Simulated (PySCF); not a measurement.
System: H12Si5 (SMILES [SiH3][Si]([SiH3])([SiH3])[SiH3]).

```csv
atom,x (Å),y (Å),z (Å)
Si,-0.0163,0.0130,0.0072
Si,-0.0150,-0.0235,2.3496
H,0.7786,-1.1949,2.8359
H,-1.4124,-0.1366,2.8721
H,0.5994,1.2314,2.8834
Si,2.1958,0.0192,-0.7617
H,2.2202,0.0864,-2.2558
H,2.8879,-1.2333,-0.3254
H,2.9392,1.1955,-0.2130
Si,-1.1224,1.9261,-0.7682
H,-2.5437,1.9265,-0.3027
H,-1.1030,1.9594,-2.2634
H,-0.4448,3.1546,-0.2494
Si,-1.0764,-1.9125,-0.8039
H,-0.4300,-3.1281,-0.2190
H,-0.9604,-1.9751,-2.2939
H,-2.5252,-1.9088,-0.4315
```

Geometry: PBE0-D3(BJ)/def2-SVP.

Computed with PBE0/pcSseg-1, SCF density, gas phase, non-relativistic (PySCF).

What will maps of the electron density and electron localisation function show?

Answer. Si–Si (2.34 Å): ρ is about 0.62 e/Å³ halfway; the ELF peaks at about 1 between the atoms; localised, covalent bonding.
Si–H (1.50 Å): ρ is about 0.76 e/Å³ halfway; the ELF climbs to about 1 towards the hydrogen, as it does in any bond to H.

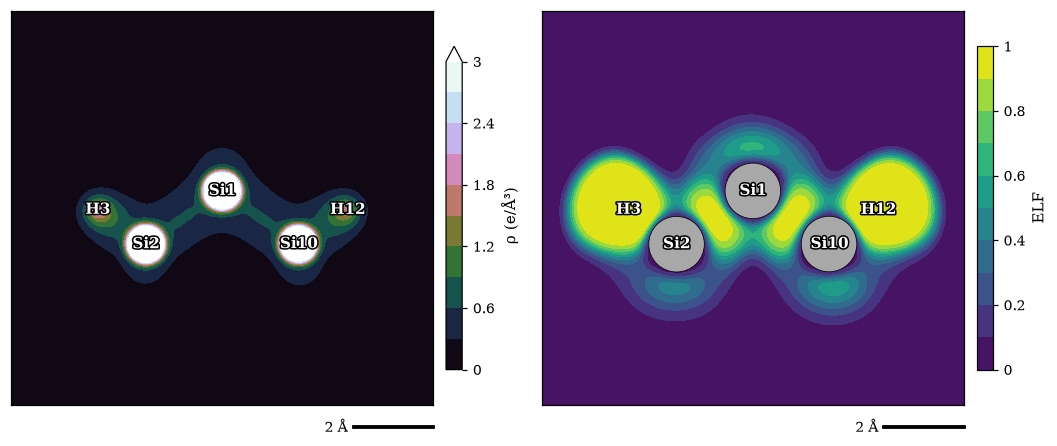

Computed electron density and electron localisation function on the plane of atoms Si1, Si2 and H3, in this order. Grey discs cover the atomic cores in the ELF map. 
